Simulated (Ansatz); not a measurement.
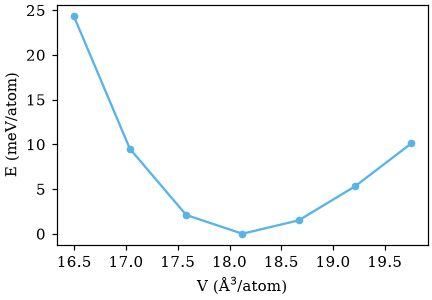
Fig. 1. MoS₂ in space group R3m (No. 160; Mo on 3a, S on 3a, S on 3a) under volume change, the program Ansatz at the r²SCAN+D4 level (PAW), shape and atoms relaxed at each volume.

What does a third-order Birch–Murnaghan fit give for V₀, B₀ and B′?

V₀ = 18.12 Å³/atom, B₀ = 34.9 GPa, B′ = 13.3.

The cell was relaxed with r²SCAN+D4 under the symmetry of its start; of distortions, only those at the zone centre were tested. No spin polarisation was allowed.

Potentials: the later of the program's two PAW sets.
